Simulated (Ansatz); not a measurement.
# CuGe, from a guessed structure to a relaxed one

This structure for CuGe is made up. Its elements were placed in a known structure type with a cell scaled to their sizes. What cell does the guess relax to, and how far off was it?

Program: Ansatz 0.2.0. Level of theory: DFT, PBEsol, plane-wave PAW, files of the set soft_1, scalar-relativistic, ferromagnetic start, cell and ions relaxed at zero pressure; PAW set soft_1, in the first sound run; inputs show where later runs differ. Results are calculated unless marked as measured.

### Step 1. The starting structure

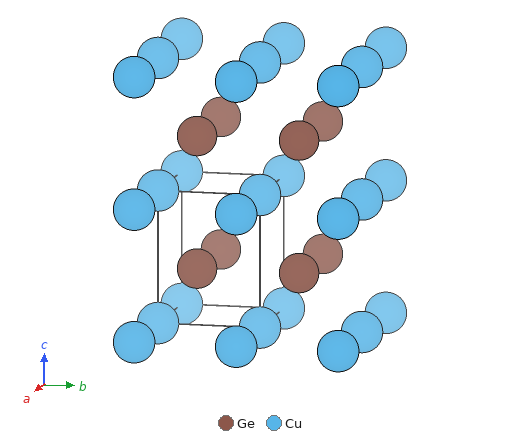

Start, viewed slightly off an axis; germanium brown, copper blue. 2×2×2 cells are drawn. Some periodic images of atoms are drawn too.

### Step 2. Relaxing cell and atoms

The guess takes its coordinates from another compound and its volume from a rule, so the cell and any free coordinates are relaxed together.

Input file input.yaml:

```yaml
crystal:
  lattice:
    - [2.868, 0.0, 0.0]
    - [0.0, 2.868, 0.0]
    - [0.0, 0.0, 3.694]
  atoms:
    - { symbol: Ge, position: [0.5, 0.5, 0.5] }
    - { symbol: Cu, position: [0.0, 0.0, 0.0], spin: 0.6 }
magnetization:
  spin_polarized: true
kpoints:
  mp_grid: { grid: [9, 9, 7] }
scf:
  occupations: { method: fermi_dirac, width: 0.05 }
hamiltonian:
  xc: pbesol
  pseudopotentials: { kind: paw, azcp: { folder: soft_1 }, xc_functional: pbe }
relax:
  f_tol: 0.015
  max_steps: 70
  cell: {}
output:
  forces: true
  stress: true
```

The run is started by

```sh
ansatz run input.yaml --threads 4 --pin off --max-ram 8192MiB --backend cpu --events-out ev --progress --plain --runs-dir out
```

Numbers of over 12 decimals in the logs are rounded to 6 here.

Output:

```text
Engine: ansatz 0.2.0, aarch64-unknown-linux-gnu
Pseudopotentials: kind: paw
Pseudopotential: Ge, paw, valence charge 14, recommended cutoff 420 eV (normal), soft_1/Ge.paw.azcp
Pseudopotential: Cu, paw, valence charge 19, recommended cutoff 420 eV (normal), soft_1/Cu.paw.azcp
Functional definition: PBEsol
  exchange = pbesol_x
  correlation = pbesol_c
Crystal: 2 atoms, lattice volume = 30.385 Å³
Basis set: ecut = 420 eV, 601 PW (Γ), exchange–correlation on 40×40×50 points (8 copies of the dense FFT grid, shifted against one another)
Bands: 21, of which v1, the nominal top of the filled ones, is band 17 counted from 1 (16 counted from 0)
Symmetry: 16 space group operations
Space group: P4/mmm (ITA 123), of the structure as read, at distance tolerance 3.1e-5 Å
Magnetic group: BNS 123.339 (UNI 999), of the structure as read, at distance tolerance 3.1e-5 Å
k-points: 60 of 567
Non-local potential: Ge, projectors of the file, l = 0: 2, l = 1: 2, l = 2: 3, l = 3: 1
Non-local potential: Cu, projectors of the file, l = 0: 3, l = 1: 2, l = 2: 3, l = 3: 1
PAW form: soft (Blöchl's): semilocal exchange-correlation on the pseudo side does not see the compensation charge
PAW frozen core: Ge, regenerated for the run's functional, and the local potential with it (the file was generated under x = pbe(κ = 0.804, μ = 0.219515), c = pbe(β = 0.066725))
PAW frozen core: Cu, regenerated for the run's functional, and the local potential with it (the file was generated under x = pbe(κ = 0.804, μ = 0.219515), c = pbe(β = 0.066725))
PAW one-centre angular grid: Ge, 590 points (default); XC on 64 Gauss nodes
PAW one-centre angular grid: Cu, 590 points (default); XC on 64 Gauss nodes
Initial density: superposition of atomic densities (chi_scale 0.1, normalization cell)
Starting moments: Σ|m| = 0.6 μB on 1 of 2 sites
Initial wavefunctions: pseudopotential atomic-orbital guess
Functional: x = pbesol(κ = 0.804, μ = 0.123457), c = pbesol(β = 0.046)
SCF iter   1: F=—  HF=-10843.372646 eV  |F-HF|=—  |Δ(HF+E_count)|=         —  Δρ=1.60e-1 (↑1.60e-1 ↓9.00e-2)  dr2=1.36e1  dr2_m=3.64e-1  M=0.150 μB ∫|m|=0.228 μB  β_m=0.30  ethr=3.10e-3  ⟨swp⟩=4.2  Hψ=9734  notcnv=0
preconditioner: auto → none  [metal: Δε(μ)=0.022 eV  Ē_g=17.411 eV  σ=0.050 eV  W_gap=0.11  n_scr=6 (ndim 8)  ℏωp=33.7 eV  f_vac=0.000  D(μ)=1.02/eV (n_scr^D=6)  sad-step TF]
SCF iter   2: F=—  HF=-10842.263601 eV  |F-HF|=—  |Δ(HF+E_count)|=    1.11e0  Δρ=6.21e-2 (↑2.35e-2 ↓6.21e-2)  dr2=2.60e-1  dr2_m=4.25e-1  M=0.042 μB ∫|m|=0.084 μB  β_m=0.30  ethr=3.10e-3  ⟨swp⟩=2.0  Hψ=5975  notcnv=0  defer=27
SCF iter   3: F=—  HF=-10841.950973 eV  |F-HF|=—  |Δ(HF+E_count)|=   3.13e-1  Δρ=3.89e-2 (↑3.89e-2 ↓2.00e-2)  dr2=2.24e-1  dr2_m=2.20e-1  M=0.034 μB ∫|m|=0.076 μB  β_m=0.30  ethr=7.88e-4  ⟨swp⟩=2.0  Hψ=5954  notcnv=0  defer=38
SCF iter   4: F=—  HF=-10841.870780 eV  |F-HF|=—  |Δ(HF+E_count)|=   8.02e-2  Δρ=2.36e-2 (↑2.36e-2 ↓1.98e-2)  dr2=1.30e-2  dr2_m=1.29e-1  M=0.023 μB ∫|m|=0.056 μB  β_m=0.30  ethr=6.79e-4  ⟨swp⟩=2.0  Hψ=4039  notcnv=0  defer=37
SCF iter   5: F=—  HF=-10841.893418 eV  |F-HF|=—  |Δ(HF+E_count)|=   2.26e-2  Δρ=2.49e-2 (↑8.09e-3 ↓2.49e-2)  dr2=5.36e-2  dr2_m=7.43e-2  M=0.017 μB ∫|m|=0.041 μB  β_m=0.30  ethr=3.94e-5  ⟨swp⟩=2.0  Hψ=4231  notcnv=0  defer=37
SCF iter   6: F=—  HF=-10841.904201 eV  |F-HF|=—  |Δ(HF+E_count)|=   1.08e-2  Δρ=1.80e-2 (↑6.46e-3 ↓1.80e-2)  dr2=2.74e-2  dr2_m=4.15e-2  M=0.013 μB ∫|m|=0.032 μB  β_m=0.30  ethr=3.94e-5  ⟨swp⟩=2.0  Hψ=4069  notcnv=0  defer=37
Mixer restart at iter 6: flushing history
spin-set hold released at iteration 6 (site moments contracting): the magnetisation degrees of freedom join the quasi-Newton model from the next iteration; the mixer history was flushed
SCF iter   7: F=—  HF=-10841.905088 eV  |F-HF|=—  |Δ(HF+E_count)|=   8.87e-4  Δρ=1.14e-2 (↑1.14e-2 ↓6.72e-3)  dr2=5.05e-3  dr2_m=2.28e-2  M=0.010 μB ∫|m|=0.026 μB  β_m=0.40  ethr=3.94e-5  ⟨swp⟩=2.0  Hψ=3750  notcnv=0  defer=37
SCF iter   8: F=—  HF=-10841.907820 eV  |F-HF|=—  |Δ(HF+E_count)|=   2.73e-3  Δρ=1.17e-2 (↑1.16e-3 ↓1.17e-2)  dr2=2.30e-2  dr2_m=1.07e-2  M=0.006 μB ∫|m|=0.018 μB  β_m=0.41  ethr=1.53e-5  ⟨swp⟩=2.0  Hψ=5573  notcnv=0  defer=38
SCF iter   9: F=—  HF=-10841.905657 eV  |F-HF|=—  |Δ(HF+E_count)|=   2.16e-3  Δρ=1.70e-3 (↑1.70e-3 ↓1.17e-3)  dr2=7.56e-5  dr2_m=5.72e-4  M=0.001 μB ∫|m|=0.006 μB  β_m=0.58  ethr=1.53e-5  ⟨swp⟩=2.0  Hψ=4255  notcnv=0  defer=38
SCF iter  10: F=—  HF=-10841.905726 eV  |F-HF|=—  |Δ(HF+E_count)|=   6.91e-5  Δρ=1.83e-4 (↑1.83e-4 ↓1.13e-4)  dr2=1.69e-5  dr2_m=1.21e-6  M=-0.000 μB ∫|m|=0.001 μB  β_m=0.60  ethr=2.29e-7  ⟨swp⟩=2.1  Hψ=4024  notcnv=0  defer=38
SCF iter  11: F=—  HF=-10841.905724 eV  |F-HF|=—  |Δ(HF+E_count)|=   2.07e-6  Δρ=3.85e-5 (↑3.85e-5 ↓2.29e-5)  dr2=3.32e-7  dr2_m=1.38e-7  M=-0.000 μB ∫|m|=0.000 μB  β_m=0.59  ethr=5.13e-8  ⟨swp⟩=2.0  Hψ=3818  notcnv=0  defer=38
SCF iter  12: F=—  HF=-10841.905724 eV  |F-HF|=—  |Δ(HF+E_count)|=   9.26e-8  Δρ=9.92e-6 (↑9.92e-6 ↓9.67e-6)  dr2=9.59e-9  dr2_m=2.49e-8  M=-0.000 μB ∫|m|=0.000 μB  β_m=0.75  ethr=3.03e-10  ⟨swp⟩=3.8  Hψ=7573  notcnv=0
SCF iter  13: F=—  HF=-10841.905724 eV  |F-HF|=—  |Δ(HF+E_count)|=   6.62e-8  Δρ=1.66e-6 (↑1.18e-6 ↓1.66e-6)  dr2=5.53e-10  dr2_m=4.02e-10  M=0.000 μB ∫|m|=0.000 μB  β_m=0.80  ethr=2.91e-11  ⟨swp⟩=3.2  Hψ=6788  notcnv=0
SCF iter  14: F=-10841.905724 eV  HF=-10841.905724 eV  |F-HF|=4.73e-11  |Δ(HF+E_count)|=  9.71e-10  Δρ=3.31e-7 (↑3.12e-7 ↓3.31e-7)  dr2=1.03e-12  dr2_m=2.83e-11  M=0.000 μB ∫|m|=0.000 μB  ethr=1.67e-12  ⟨swp⟩=2.5  Hψ=5089  notcnv=0
WARN: the starting moments were not kept: the SCF closed with an absolute magnetisation of 6.2e-6 μB, where they sum to 0.6 μB in size (1 site). That is at most 0.1 of that sum. Measured as dr2_m measures the in/out step, that magnetisation stands 9.6e-12 eV from none, at or under the dr2_threshold of 1.0e-7 eV: it is no larger than a step whose dr2_m would equal this threshold. The system may hold no moment; this SC [...]
SCF 1 converged in 14 iterations: F = -10841.905724 eV  dr2 = 1.03e-12
  greatest PAW one-centre occupation: 1.000 electrons in one spin orbital (limit 2), on the Cu atom at site 1 (counted from 0), in its partial waves of l = 0
relax step   1: F+E_penalty+E_count = -10841.90572381 eV  Δ(F+E_penalty+E_count) = +0.000e0 eV  max|allowed force component| = 5.916e-30 eV/Å  Δτ_max = 0.0000 Å  P = -5.621 GPa  Ω = 30.385 Å³  (14 SCF iters, dr2 threshold 1.00e-7 eV, accepted)
Crystal: 2 atoms, lattice volume = 28.592 Å³
[...]
SCF iter   7: F=-10841.950636 eV  HF=-10841.950636 eV  |F-HF|=9.09e-11  |Δ(HF+E_count)|=  1.36e-10  Δρ=1.39e-6 (↑1.39e-6 ↓8.47e-7)  dr2=2.45e-10  dr2_m=2.26e-10  M=0.000 μB ∫|m|=0.000 μB  β_m=0.66  ethr=1.33e-11  ⟨swp⟩=1.1  Hψ=6853  notcnv=0
SCF iter   8: F=-10841.950636 eV  HF=-10841.950636 eV  |F-HF|=3.64e-11  |Δ(HF+E_count)|=  1.71e-10  Δρ=4.57e-7 (↑4.44e-7 ↓4.57e-7)  dr2=1.25e-11  dr2_m=4.83e-11  M=-0.000 μB ∫|m|=0.000 μB  ethr=1.00e-12  ⟨swp⟩=1.0  Hψ=6511  notcnv=0
the starting moments were not kept: the SCF closed with an absolute magnetisation of 4.1e-6 μB, where they sum to 0.6 μB in size (1 site). That is at most 0.1 of that sum. Measured as dr2_m measures the in/out step, that magnetisation stands 6.2e-12 eV from none, at or under the dr2_threshold of 2.0e-7 eV: it is no larger than a step whose dr2_m would equal this threshold.
SCF 3 converged in 8 iterations: F = -10841.950636 eV  dr2 = 1.25e-11
relax step   3: F+E_penalty+E_count = -10841.95063569 eV  Δ(F+E_penalty+E_count) = -6.722e-3 eV  max|allowed force component| = 6.730e-30 eV/Å  Δτ_max = 0.0000 Å  P = +0.862 GPa  Ω = 28.287 Å³  energy of the carried Pulay correction = +9.854e-4 eV  (8 SCF iters, dr2 threshold 2.00e-7 eV, accepted)
[...]
relax step   4: F+E_penalty+E_count = -10841.95160114 eV  Δ(F+E_penalty+E_count) = -9.654e-4 eV  max|allowed force component| = 8.737e-29 eV/Å  Δτ_max = 0.0000 Å  P = +0.647 GPa  Ω = 28.296 Å³  energy of the carried Pulay correction = +1.004e-3 eV  (8 SCF iters, dr2 threshold 2.00e-7 eV, accepted)
[...]
relax step   5: F+E_penalty+E_count = -10841.95374384 eV  Δ(F+E_penalty+E_count) = -2.143e-3 eV  max|allowed force component| = 4.117e-30 eV/Å  Δτ_max = 0.0000 Å  P = -0.033 GPa  Ω = 28.466 Å³  energy of the carried Pulay correction = +9.135e-4 eV  (8 SCF iters, dr2 threshold 2.00e-7 eV, accepted)
[...]
relax step   6: F+E_penalty+E_count = -10841.95375295 eV  Δ(F+E_penalty+E_count) = -9.103e-6 eV  max|allowed force component| = 2.337e-29 eV/Å  Δτ_max = 0.0000 Å  P = -0.003 GPa  Ω = 28.458 Å³  energy of the carried Pulay correction = +9.179e-4 eV  (6 SCF iters, dr2 threshold 8.91e-9 eV, accepted)
Basis set: ecut = 420 eV, 561 PW (Γ), exchange–correlation on 40×40×54 points (8 copies of the dense FFT grid, shifted against one another)
Initial wavefunctions: pseudopotential atomic-orbital guess (no wavefunctions were taken with the density)
iter 1 solved again at ethr=7.92e-9 eV; its pass at ethr=3.10e-3 eV (dr2=2.61e-6 eV) is discarded
SCF iter   1: F=—  HF=-10841.952768 eV  |F-HF|=—  |Δ(HF+E_count)|=         —  Δρ=2.19e-4 (↑2.19e-4 ↓2.19e-4)  dr2=2.65e-6  dr2_m=3.20e-12  M=-0.000 μB ∫|m|=0.000 μB  β_m=0.30  ethr=7.92e-9  ⟨swp⟩=3.1  Hψ=16560  notcnv=0
preconditioner: auto → none  [metal: Δε(μ)=0.116 eV  Ē_g=18.467 eV  σ=0.050 eV  W_gap=0.49  n_scr=6 (ndim 8)  ℏωp=34.8 eV  f_vac=0.000  D(μ)=0.44/eV (n_scr^D=2)]
SCF iter   2: F=—  HF=-10841.952774 eV  |F-HF|=—  |Δ(HF+E_count)|=   5.81e-6  Δρ=1.98e-4 (↑1.98e-4 ↓1.98e-4)  dr2=1.12e-5  dr2_m=1.66e-12  M=-0.000 μB ∫|m|=0.000 μB  β_m=0.55  ethr=7.92e-9  ⟨swp⟩=2.0  Hψ=4488  notcnv=0
SCF iter   3: F=—  HF=-10841.952790 eV  |F-HF|=—  |Δ(HF+E_count)|=   1.54e-5  Δρ=2.53e-4 (↑2.53e-4 ↓2.53e-4)  dr2=4.84e-5  dr2_m=2.69e-13  M=-0.000 μB ∫|m|=0.000 μB  β_m=0.41  ethr=7.92e-9  ⟨swp⟩=2.0  Hψ=4512  notcnv=0
SCF iter   4: F=—  HF=-10841.952780 eV  |F-HF|=—  |Δ(HF+E_count)|=   9.50e-6  Δρ=1.64e-5 (↑1.64e-5 ↓1.64e-5)  dr2=6.32e-8  dr2_m=4.01e-14  M=-0.000 μB ∫|m|=0.000 μB  β_m=0.44  ethr=7.92e-9  ⟨swp⟩=2.0  Hψ=4510  notcnv=0
SCF iter   5: F=—  HF=-10841.952780 eV  |F-HF|=—  |Δ(HF+E_count)|=   3.85e-8  Δρ=3.79e-6 (↑3.79e-6 ↓3.79e-6)  dr2=2.54e-9  dr2_m=9.82e-15  M=-0.000 μB ∫|m|=0.000 μB  β_m=0.57  ethr=1.91e-10  ⟨swp⟩=2.1  Hψ=3044  notcnv=0
SCF iter   6: F=—  HF=-10841.952780 eV  |F-HF|=—  |Δ(HF+E_count)|=   3.33e-9  Δρ=3.94e-7 (↑3.92e-7 ↓3.94e-7)  dr2=6.85e-11  dr2_m=1.37e-15  M=-0.000 μB ∫|m|=0.000 μB  β_m=0.62  ethr=7.69e-12  ⟨swp⟩=2.4  Hψ=4312  notcnv=0
SCF iter   7: F=-10841.952777 eV  HF=-10841.952777 eV  |F-HF|=3.64e-12  |Δ(HF+E_count)|=   2.91e-6  Δρ=1.28e-7 (↑1.28e-7 ↓1.27e-7)  dr2=1.15e-11  dr2_m=2.16e-16  M=-0.000 μB ∫|m|=0.000 μB  ethr=1.00e-12  ⟨swp⟩=5.0  Hψ=9722  notcnv=0
the starting moments were not kept: the SCF closed with an absolute magnetisation of 9.5e-9 μB, where they sum to 0.6 μB in size (1 site). That is at most 0.1 of that sum. Measured as dr2_m measures the in/out step, that magnetisation stands 2.7e-17 eV from none, at or under the dr2_threshold of 2.0e-11 eV: it is no larger than a step whose dr2_m would equal this threshold.
SCF 7 converged in 7 iterations: F = -10841.952777 eV  dr2 = 1.15e-11
relax step   7: F+E_penalty+E_count = -10841.95277723 eV  Δ(F+E_penalty+E_count) = +9.757e-4 eV  max|allowed force component| = 2.238e-29 eV/Å  Δτ_max = 0.0000 Å  P = +0.002 GPa  Ω = 28.458 Å³  stress off target by 3.44e-3 GPa  SCF on the basis re-selected at this cell (its energy is not comparable with the rows above)  (7 SCF iters)
basis re-selected at this cell: Δ(F+E_penalty+E_count) = +9.757e-4 eV, ΔP = +0.005 GPa vs the last step (what re-selecting the basis moved, of the pressure what is left beyond the Pulay correction that the steps carried, after the strain that the cell walked since its last selection, with what the two solves' SCF thresholds leave and, on support functions, any second-order correction that the steps lacked; it is no measure of the basis error at this ecutwfc). The dense FFT grid was sized anew with the basis: this SCF ran on 20×20×27 points, the steps before it on 20×20×25, so part of this shift can come from that change (see relax.cell in the input reference). [rest of the remark cut]
SCF converged after 7 iterations
Magnetization: -0.0000 μB (16.5000 up, 16.5000 down)
Absolute magnetization: 0.0000 μB (∫|ρ↑−ρ↓|, with the PAW one-centre terms)
Spin contamination: 0.0000 ħ² per cell (⟨S²⟩ above its minimum at these occupations)
Per-site moments (μB) at R_I (Å): [(-1.7384311503144475e-9, 1.117533), (-4.114970872054019e-10, 1.117533)]
Free energy (F): -10841.952777 eV
Harris-Foulkes:  -10841.952777 eV  (|F-HF|=3.64e-12)
Internal energy: -10841.948831 eV  (E = F + TS)
E sigma→0 (E₀):  -10841.950804 eV
Entropy (-TS):   -0.003946 eV (-1.973 meV/atom)
Fermi energy:    14.614973 eV
--- Per-component energies (eV) ---
  E_band       = -476.314573
  E_kinetic    = 354.661254
  E_local      = -6627.307979  (includes V_loc(G=0)·N_el)
  E_nonlocal   = 1112.491752
  E_hartree    = 2934.579974
  E_xc         = -140.375310
  E_vxc        = -154.848475  (∫ρ·V_xc dr)
  E_paw        = -3750.639666  (= ΣΔE_a)
  E_vpaw       = -1030.471939  (= ΣTr[D̂ρ^β])
  E_aug_tail   = 0.001010  (compensation charges beyond the density's cutoff)
  E_ewald      = -4726.484007
  E_core_change = 1.124140  (= ΣΔE_core)
  E_smearing   = -0.003946  (= −TS)
  E_closure    = -0.000000  (closes the sum)
  Σ components = -10841.952777   (vs F -10841.952777, Δ=0.00e0)
--- Forces (eV/Å), atoms counted from 1 ---
  atom   1  Ge    -0.00000000    -0.00000000    -0.00000000
  atom   2  Cu     0.00000000     0.00000000     0.00000000
  max |Σ_I F_I| component: 4.36e-29 eV/Å
--- Stress (GPa, compression-positive) ---
        0.001725      -0.000000       0.000000
       -0.000000       0.001725       0.000000
        0.000000       0.000000       0.003439
  P = ⅓ Tr σ = 0.0023 GPa (0.023 kbar)
--- Relaxed structure (6 steps of the walk, 6 accepted, 1 SCFs on fresh bases) ---
  F+E_penalty+E_count = -10841.95277723 eV   max|allowed force component| = 2.238e-29 eV/Å   (the final SCF, on the basis selected at the relaxed cell)
  cell:  # Å, volume = 28.4576 Å³
    - [2.742475, 0, 0.0]
    - [0, 2.742475, 0.0]
    - [0.0, 0.0, 3.783662]
  atoms:
    - { symbol: Ge, position: [0.500000, 0.500000, 0.5] }
    - { symbol: Cu, position: [0, 0, 0.0] }
```

Wall time 9.2 s (4 threads of Arm Neoverse V1, shared host); peak memory 0.36 GiB; 33 s of CPU time.

Step by step:

```
step  energy less that of the first step (eV)  largest force component (eV/Å)  pressure (GPa)  volume (Å³)
   1                                   0.0000                          0.0000           -5.62        30.38
   2                                  -0.0382                          0.0000           -0.13        28.59
   3                                  -0.0449                          0.0000            0.86        28.29
   4                                  -0.0459                          0.0000            0.65        28.30
   5                                  -0.0480                          0.0000           -0.03        28.47
   6                                  -0.0480                          0.0000            0.00        28.46
  7*                                  -0.0471                          0.0000            0.00        28.46
```

Relaxation steps marked * repeat the geometry before them on a plane-wave basis chosen anew for their cell, so energy and pressure can jump there.

The run keeps the 16 symmetry operations that it works with, so distortions that break them were not tested.

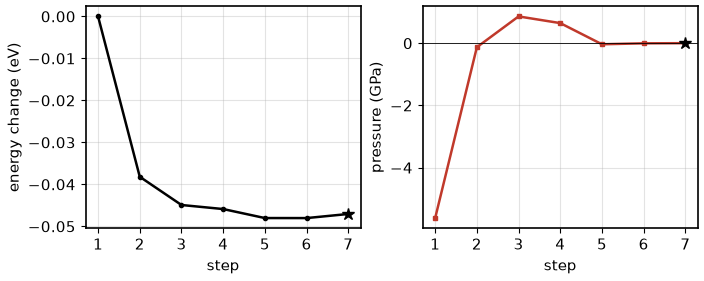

Energy and pressure along the relaxation. Stars mark steps on a basis chosen anew.

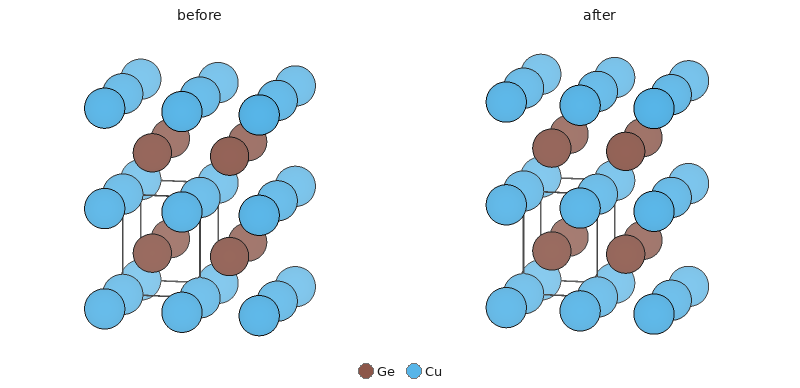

The structure before and after the relaxation, drawn at the same scale.

```
conventional cell, symmetrised  before  after  change
                         a (Å)   2.868  2.742  -4.4 %
                         b (Å)   2.868  2.742  -4.4 %
                         c (Å)   3.694  3.784  +2.4 %
              volume (Å³/atom)   15.19  14.23  -6.3 %
```

The relaxed structure:

```xyz
2
Lattice="2.7425 0.0000 0.0000 0.0000 2.7425 0.0000 0.0000 0.0000 3.7837" Properties=species:S:1:pos:R:3 pbc="T T T"
Ge    1.3712    1.3712    1.8918
Cu    0.0000    0.0000    0.0000
```

This step gave:

| Quantity | Value |
| --- | --- |
| free energy | -10841.9528 eV |
| energy at zero smearing | -10841.9508 eV |
| smearing term TS | 0.003946 eV |
| Fermi energy | 14.61 eV |
| electrons | 33 |
| symmetry operations | 16 |
| pressure | 0.002296 GPa |

Shortest distances by pair of elements, guess and relaxed (not always the same contact):

```
 pair  guess (Å)  relaxed (Å)
Cu–Ge      2.743        2.709
Ge–Ge      2.868        2.742
Cu–Cu      2.868        2.742
```

The relaxation ends with a pressure of 0.00 GPa. No moment survives the cycle: this start ends non-magnetic.

[end of part 1 of 2]

[Logs are printed without paths, hosts, clocks, repeated set-up lines and the standing remarks that a program may print on its own settings, such as how far it seeks lower states.]

[Hosts, paths, dates, database ids (printed as entryN), source tags and the programs' standing remarks are cut or masked in the printed files.]
